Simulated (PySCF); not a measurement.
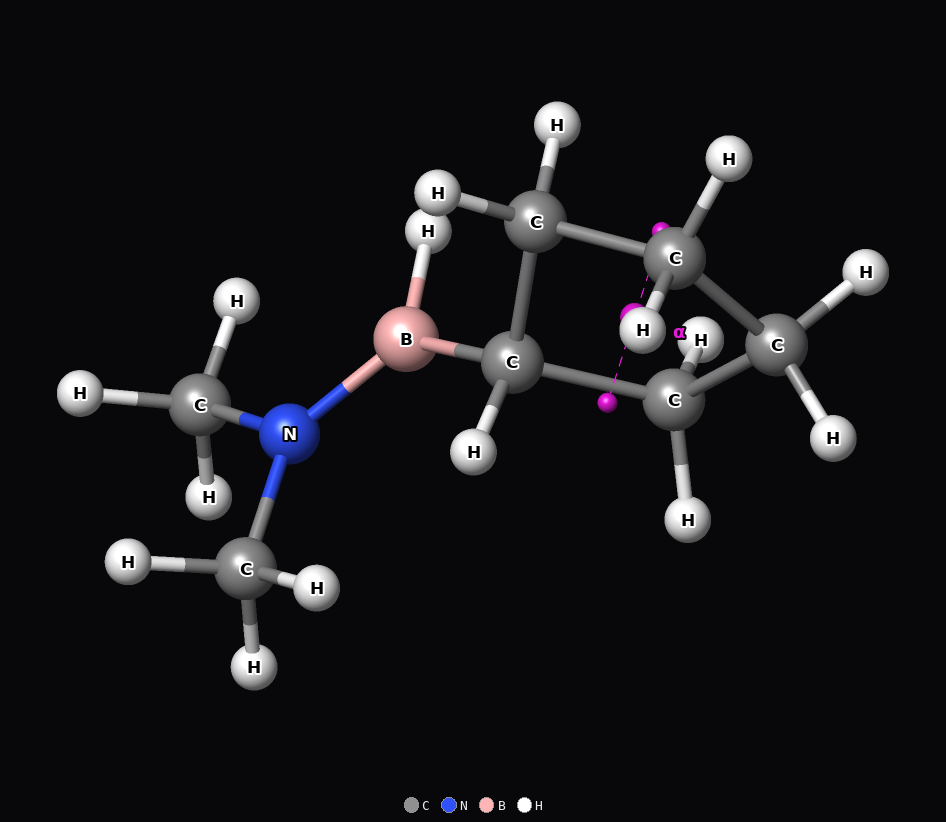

The small points mark where nucleus-independent chemical shifts (NICS) were computed: at the centre of each lettered ring and 1 Å above and below it. The computed structure is the end point of a PBE0-D3(BJ)/def2-SVP optimisation. No frequency run is at hand to confirm it as a minimum. Properties computed with GIAO HF/pcSseg-1 NMR shielding, non-relativistic, gas phase (PySCF 2.14.0).

Give NICS(0), NICS(1) and the out-of-plane component NICS(1)zz for each ring (means of the two sides).

```csv
ring,members,NICS(0),NICS(1),NICS(1)zz
α,C5,−6.0,−4.3,−4.8
```

Values in ppm.

What do the values say about the ring currents?

Answer. Ring α: weak, as in a non-aromatic ring. NICS is one index among several.
